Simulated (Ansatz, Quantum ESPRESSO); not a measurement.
# CeH2 (Fm-3m): zone-centre phonons, part 2 of 3

Wanted: the vibrations of CeH2 (Fm-3m) at Γ, by two programs.

Quantum ESPRESSO 7.5; DFT PBEsol, scalar-relativistic, plane waves, PseudoDojo norm-conserving, 4f in core pseudopotentials.

So far. Step 2 (A probe with smearing): No gap opens on this mesh, so smearing is kept; the start stands at -0.75 GPa. Step 4 (Ground state): The cell stands at -0.008 GPa, close enough for phonons. The relaxed cell has a = 5.571 Å (conventional setting).

### 5. Zone-centre response

At q = 0 one unit cell holds all displacements; symmetry groups them into irreducible representations that are solved one by one. With smeared occupations no response to a homogeneous field can be asked.

ph.in reads:

```
phonons
&inputph
   prefix = 'x'
   outdir = './tmp'
   fildyn = 'g.dyn'
   tr2_ph = 1.0d-18
   alpha_mix(1) = 0.4
   nmix_ph = 8
/
0.000000000 0.000000000 0.000000000
```

On the command line:

```sh
$ OMP_NUM_THREADS=1 mpirun -n 4 ph.x -nk 4 -in ph.in > ph.out
```

Output:

```text
[banners, grids, parts of the stress and lines that vanish by symmetry left out]
[banner, memory and clock lines left out]
Program PHONON v.7.5

     ./tmp/x.save/

     IMPORTANT: XC functional enforced from input :
     Exchange-correlation= PBESOL
                           (   1   4  10   8   0   0   0)
     Any further DFT definition will be discarded
     Please, verify this is what you really want

     G-vector sticks info

     Reading collected, re-writing distributed wavefunctions in ./tmp/

     Number and degeneracy of irreps per q-point
       N         xq(1)         xq(2)         xq(3)   N irreps
       1   0.000000000   0.000000000   0.000000000       3
        3   3   3

     Calculation of q =    0.0000000   0.0000000   0.0000000

     phonons

     bravais-lattice index     =            2
     lattice parameter (alat)  =      10.5275  a.u.
     unit-cell volume          =     291.6871 (a.u.)^3
     number of atoms/cell      =            3
     number of atomic types    =            2
     kinetic-energy cut-off    =      64.0000  Ry
     charge density cut-off    =     256.0000  Ry
     convergence threshold     =      1.0E-18
     beta                      =       0.4000
     number of iterations used =            8
     Exchange-correlation= PBESOL
                           (   1   4  10   8   0   0   0)

     celldm(1)=   10.52751  celldm(2)=    0.00000  celldm(3)=    0.00000
     celldm(4)=    0.00000  celldm(5)=    0.00000  celldm(6)=    0.00000

     crystal axes: (cart. coord. in units of alat)
               a(1) = ( -0.5000  0.0000  0.5000 )
               a(2) = (  0.0000  0.5000  0.5000 )
               a(3) = ( -0.5000  0.5000  0.0000 )

     reciprocal axes: (cart. coord. in units 2 pi/alat)
               b(1) = ( -1.0000 -1.0000  1.0000 )
               b(2) = (  1.0000  1.0000  1.0000 )
               b(3) = ( -1.0000  1.0000 -1.0000 )

     Atoms inside the unit cell:

     Cartesian axes

     site n.  atom      mass           positions (alat units)
        1  Ce    140.1160   tau(    1) = (    0.00000    0.00000    0.00000  )
        2  H       1.0080   tau(    2) = (   -0.75000    0.75000    0.75000  )
        3  H       1.0080   tau(    3) = (   -0.25000    0.25000    0.25000  )

     Computing dynamical matrix for
                    q = (   0.0000000   0.0000000   0.0000000 )

     49 Sym.Ops. (with q -> -q+G )

     G cutoff =  718.6736  (  20107 G-vectors)     FFT grid: ( 40, 40, 40)

     number of k points=    72  Marzari-Vanderbilt smearing, width (Ry)=  0.0200
                       cart. coord. in units 2pi/alat
        k(    1) = (   0.0000000   0.0000000   0.0000000), wk =   0.0011574
        k(    2) = (  -0.0833333   0.0833333  -0.0833333), wk =   0.0092593
        k(    3) = (  -0.1666667   0.1666667  -0.1666667), wk =   0.0092593
        [... further k-points left out ...]

     PseudoPot. # 1 for Ce read from file:
     ./pseudo/Ce.upf
     Pseudo is Norm-conserving + core correction, Zval = 11.0
     Using radial grid of 1804 points,  7 beta functions with:
                l(1) =   0
                l(2) =   0
                l(3) =   1
                l(4) =   1
                l(5) =   2
                l(6) =   2
                l(7) =   3

     PseudoPot. # 2 for H  read from file:
     ./pseudo/H.upf
     Pseudo is Norm-conserving, Zval =  1.0
     Using radial grid of 1180 points,  3 beta functions with:
                l(1) =   0
                l(2) =   0
                l(3) =   1

     Mode symmetry, O_h (m-3m)  point group:

     Atomic displacements:
     There are    3 irreducible representations

     Representation     1      3 modes -  To be done

     Representation     2      3 modes -  To be done

     Representation     3      3 modes -  To be done

     Alpha used in Ewald sum =   2.6000

     Representation #   1 modes #   1   2   3

     Self-consistent Calculation
      thresh= 1.000E-02 alpha_mix =  0.400 |ddv_scf|^2 =  1.169E-08
      thresh= 1.081E-05 alpha_mix =  0.400 |ddv_scf|^2 =  1.807E-09
      thresh= 4.251E-06 alpha_mix =  0.400 |ddv_scf|^2 =  8.922E-12
      thresh= 2.987E-07 alpha_mix =  0.400 |ddv_scf|^2 =  1.189E-13
      thresh= 3.449E-08 alpha_mix =  0.400 |ddv_scf|^2 =  2.273E-14
      thresh= 1.508E-08 alpha_mix =  0.400 |ddv_scf|^2 =  3.197E-17
      thresh= 5.654E-10 alpha_mix =  0.400 |ddv_scf|^2 =  3.496E-18
      thresh= 1.870E-10 alpha_mix =  0.400 |ddv_scf|^2 =  6.694E-21

     End of self-consistent calculation

     Convergence has been achieved

     Representation #   2 modes #   4   5   6

     Self-consistent Calculation
      thresh= 1.000E-02 alpha_mix =  0.400 |ddv_scf|^2 =  3.352E-09
      thresh= 5.790E-06 alpha_mix =  0.400 |ddv_scf|^2 =  7.465E-10
      thresh= 2.732E-06 alpha_mix =  0.400 |ddv_scf|^2 =  1.409E-11
      thresh= 3.753E-07 alpha_mix =  0.400 |ddv_scf|^2 =  6.525E-13
      thresh= 8.078E-08 alpha_mix =  0.400 |ddv_scf|^2 =  3.507E-13
      thresh= 5.922E-08 alpha_mix =  0.400 |ddv_scf|^2 =  1.755E-15
[...]
End of self-consistent calculation

     Convergence has been achieved

     Representation #   3 modes #   7   8   9

     Self-consistent Calculation
[...]
thresh= 1.811E-05 alpha_mix =  0.400 |ddv_scf|^2 =  9.804E-10
      thresh= 3.131E-06 alpha_mix =  0.400 |ddv_scf|^2 =  3.089E-12
      thresh= 1.758E-07 alpha_mix =  0.400 |ddv_scf|^2 =  6.767E-13
      thresh= 8.226E-08 alpha_mix =  0.400 |ddv_scf|^2 =  1.613E-15
      thresh= 4.016E-09 alpha_mix =  0.400 |ddv_scf|^2 =  3.722E-17
      thresh= 6.101E-10 alpha_mix =  0.400 |ddv_scf|^2 =  1.406E-18
      thresh= 1.186E-10 alpha_mix =  0.400 |ddv_scf|^2 =  3.564E-21

     End of self-consistent calculation

     Convergence has been achieved

     Number of q in the star =    1
     List of q in the star:
          1   0.000000000   0.000000000   0.000000000

     Diagonalizing the dynamical matrix

     q = (    0.000000000   0.000000000   0.000000000 )

 **************************************************************************
     freq (    1) =      -0.152089 [THz] =      -5.073140 [cm-1]
     freq (    2) =      -0.152089 [THz] =      -5.073140 [cm-1]
     freq (    3) =      -0.152089 [THz] =      -5.073140 [cm-1]
     freq (    4) =      24.979118 [THz] =     833.213699 [cm-1]
     freq (    5) =      24.979118 [THz] =     833.213699 [cm-1]
     freq (    6) =      24.979118 [THz] =     833.213699 [cm-1]
     freq (    7) =      30.287957 [THz] =    1010.297507 [cm-1]
     freq (    8) =      30.287957 [THz] =    1010.297507 [cm-1]
     freq (    9) =      30.287957 [THz] =    1010.297507 [cm-1]
 **************************************************************************

     Mode symmetry, O_h (m-3m)  point group:

     freq (   1-   3) =         -5.1  [cm-1]   --> T_1u G_15  G_4- I
     freq (   4-   6) =        833.2  [cm-1]   --> T_1u G_15  G_4- I
     freq (   7-   9) =       1010.3  [cm-1]   --> T_2g G_25' G_5+ R
```

Wall time 2 min (4 MPI ranks of Arm Neoverse V2, shared host).

This step gave:

* largest acoustic frequency at the zone centre before the sum rule: -5.07 cm⁻¹
* highest optical zone-centre mode (no LO-TO term): 1010 cm⁻¹
* lowest optical zone-centre mode: 833.2 cm⁻¹

Optical modes; normalised displacements of the dynamical-matrix file. Modes at Γ, with each element's share of the kinetic energy:

```
mode  frequency (cm⁻¹)  symmetry  Ce %  H %
   1             833.2       T1u     1   99
   2             833.2       T1u     1   99
   3             833.2       T1u     1   99
   4            1010.3       T2g     0  100
   5            1010.3       T2g     0  100
   6            1010.3       T2g     0  100
```

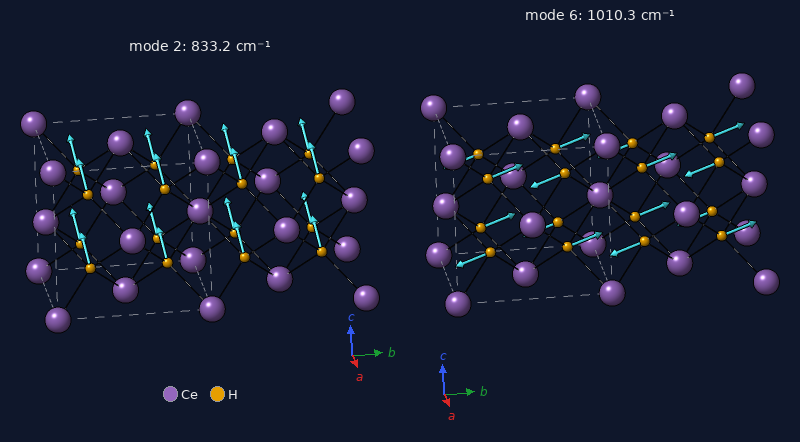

Displacement patterns of modes 2 and 6 at Γ; arrows are exaggerated. 1×2×1 conventional cells are drawn. Some periodic images of atoms are drawn too.

The acoustic modes at Γ come out as far as 5.1 cm⁻¹ from zero, where they should vanish, a small numerical error.

### 6. Zone-centre analysis

A rigid shift of the crystal must cost nothing, but grids and finite bases break this; the acoustic sum rule is imposed before the matrix is diagonalised again.

dynmat.in reads:

```
&input
   fildyn = 'g.dyn'
   asr = 'simple'
/
```

On the command line:

```sh
$ dynmat.x -in dynmat.in > dynmat.out
```

Output:

```text
[banner, memory and clock lines left out]
Program DYNMAT v.7.5

     Reading Dynamical Matrix from file g.dyn
     ...Force constants read
     ...epsilon and Z* not read (not found on file)
     A direction for q was not specified:TO-LO splitting will be absent

     Polarizability (A^3 units)
     multiply by 1.000000 for Clausius-Mossotti correction
         0.000000    0.000000    0.000000
         0.000000    0.000000    0.000000
         0.000000    0.000000    0.000000

     IR activities are in (D/A)^2/amu units

# mode   [cm-1]    [THz]      IR
    1     -0.00   -0.0000    0.0000
    2     -0.00   -0.0000    0.0000
    3      0.00    0.0000    0.0000
    4    833.93   25.0007    0.0000
    5    833.93   25.0007    0.0000
    6    833.93   25.0007    0.0000
    7   1010.90   30.3060    0.0000
    8   1010.90   30.3060    0.0000
    9   1010.90   30.3060    0.0000

cm-1]
[end of the log left out, with the tail of the file of modes that dynmat.x writes under the same name]
```

It took 0.47 s on 1 thread.

Read from the output:

```
highest optical zone-centre mode (no LO-TO term) : 1011 cm⁻¹
lowest optical zone-centre mode                  : 833.9 cm⁻¹
```

Zone-centre frequencies as printed; negative means imaginary. Modes:

```
mode  frequency (cm⁻¹)
   1                 0
   2                 0
   3                 0
   4             833.9
   5             833.9
   6             833.9
   7              1011
   8              1011
   9              1011
```

The rule also moves an optical mode by 0.7 cm⁻¹.

### 7. Sum rules set otherwise: a sum rule for molecules or wires on a crystal

This rule also removes rotations, which suits molecules and not a crystal; it is tried to see the harm.

dynmat.in reads:

```
&input
   fildyn = 'g.dyn'
   asr = 'zero-dim'
/
```

On the command line:

```sh
$ dynmat.x -in dynmat.in > dynmat.out
```

Output:

```text
[banner, memory and clock lines left out]
Program DYNMAT v.7.5

     Reading Dynamical Matrix from file g.dyn
     ...Force constants read
     ...epsilon and Z* not read (not found on file)
     Acoustic Sum Rule: || Z*(ASR) - Z*(orig)|| =    0.000000E+00
     Acoustic Sum Rule: ||dyn(ASR) - dyn(orig)||=    1.906755E-01
     A direction for q was not specified:TO-LO splitting will be absent

     Polarizability (A^3 units)
     multiply by 1.000000 for Clausius-Mossotti correction
         0.000000    0.000000    0.000000
         0.000000    0.000000    0.000000
         0.000000    0.000000    0.000000

     IR activities are in (D/A)^2/amu units

# mode   [cm-1]    [THz]      IR
    1     -0.00   -0.0000    0.0000
    2     -0.00   -0.0000    0.0000
    3      0.00    0.0000    0.0000
    4      0.00    0.0000    0.0000
    5      0.00    0.0000    0.0000
    6    833.69   24.9934    0.0000
    7   1010.30   30.2880    0.0000
    8   1024.14   30.7030    0.0000
    9   1024.14   30.7030    0.0000

[end of the log left out, with the tail of the file of modes that dynmat.x writes under the same name]
```

The job ended after 0.47 s (1 thread).

The program raised no error, yet the settings are not those of a careful run.

The fault: a sum rule for molecules or wires on a crystal; 2 optical modes are projected out to zero frequency, as if they were rotations.

For a crystal the rule has to be 'simple' or 'crystal'.

Zone-centre frequencies as printed; negative means imaginary. Modes:

```
mode  frequency (cm⁻¹)
   1                 0
   2                 0
   3                 0
   4                 0
   5                 0
   6             833.7
   7              1010
   8              1024
   9              1024
```

### 8. Sum rules set otherwise (asr crystal)

The rule can be imposed in more than one way; the choices should agree where the raw error is small.

dynmat.in reads:

```
&input
   fildyn = 'g.dyn'
   asr = 'crystal'
/
```

On the command line:

```sh
$ dynmat.x -in dynmat.in > dynmat.out
```

Output:

```text
[banner, memory and clock lines left out]
Program DYNMAT v.7.5

     Reading Dynamical Matrix from file g.dyn
     ...Force constants read
     ...epsilon and Z* not read (not found on file)
     Acoustic Sum Rule: || Z*(ASR) - Z*(orig)|| =    0.000000E+00
     Acoustic Sum Rule: ||dyn(ASR) - dyn(orig)||=    1.596819E-04
     A direction for q was not specified:TO-LO splitting will be absent

     Polarizability (A^3 units)
     multiply by 1.000000 for Clausius-Mossotti correction
         0.000000    0.000000    0.000000
         0.000000    0.000000    0.000000
         0.000000    0.000000    0.000000

     IR activities are in (D/A)^2/amu units

# mode   [cm-1]    [THz]      IR
    1     -0.00   -0.0000    0.0000
    2     -0.00   -0.0000    0.0000
    3      0.00    0.0000    0.0000
    4    833.69   24.9934    0.0000
    5    833.69   24.9934    0.0000
    6    833.69   24.9934    0.0000
    7   1010.30   30.2880    0.0000
    8   1010.30   30.2880    0.0000
    9   1010.30   30.2880    0.0000

[end of the log left out, with the tail of the file of modes that dynmat.x writes under the same name]
```

Run time: 0.47 s. Hardware: 1 thread.

Read from the output:

* highest optical zone-centre mode (no LO-TO term): 1010 cm⁻¹
* lowest optical zone-centre mode: 833.7 cm⁻¹

Zone-centre frequencies as printed; negative means imaginary. Modes:

```
mode  frequency (cm⁻¹)
   1                 0
   2                 0
   3                 0
   4             833.7
   5             833.7
   6             833.7
   7              1010
   8              1010
   9              1010
```

Against the first rule no mode moves by more than 0.7 cm⁻¹.

(Part 2 of 3 ends here.)

[Host names and launcher messages were left out of these logs when they were recorded.]

[Logs are printed without paths, hosts, clocks, repeated set-up lines and the standing remarks that a program may print on its own settings, such as how far it seeks lower states.]

[Hosts, paths, dates, database ids (printed as entryN), source tags and the programs' standing remarks are cut or masked in the printed files.]
